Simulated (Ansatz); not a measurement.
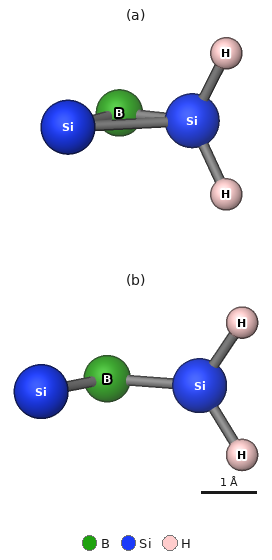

The structure of BSi₂H₂ (multiplicity 2) before (top) and after (bottom) a relaxation, at one scale.

A ball-and-stick model, seen at a tilt.

It is one of the separated reactants of a reaction.

All numbers below come from UKS PBE-D4/def2-SVP (Ansatz).

Input file:
```yaml
crystal:
  periodic: [false, false, false]
  atoms:
    - {symbol: B, position_ang: [-0.892155, -0.171315, 0.937610]}
    - {symbol: Si, position_ang: [0.683996, -0.953619, 1.515000]}
    - {symbol: Si, position_ang: [-0.132375, 0.238785, -0.404843]}
    - {symbol: H, position_ang: [-0.192884, -0.697808, -1.577961]}
    - {symbol: H, position_ang: [0.533418, 1.583958, -0.469805]}
basis:
  gaussian: {orbitals: def2-SVP}
magnetization: {spin_polarized: true, initial_magnetization: 1}
hamiltonian: {xc: pbe, dispersion: d4}
relax: {f_tol: 0.03, max_steps: 250}
```

Run as
```bash
ansatz run in.yaml --threads 2 --pin off --events-out ev --progress --plain --max-ram 4352MiB
```

Summarise the run.

Answer. The energy falls by 158.3 kJ/mol in 5 geometry steps. The largest force component goes from 8.9 to 0.0083 eV/Å. The largest move after the best rigid fit is that of Si2, 0.50 Å. Largest moves by element: Si 0.50 Å, H 0.30 Å, B 0.24 Å. Among the contacts that change: Si2–Si3 2.403 → 2.997 Å, B1–Si3 1.596 → 1.874 Å, B1–Si2 1.852 → 1.885 Å. Bond angles that change, for instance: Si2–B1–Si3 88.0° → 105.7°, H4–Si3–H5 122.8° → 110.6°, B1–Si3–H4 118.5° → 124.7°.
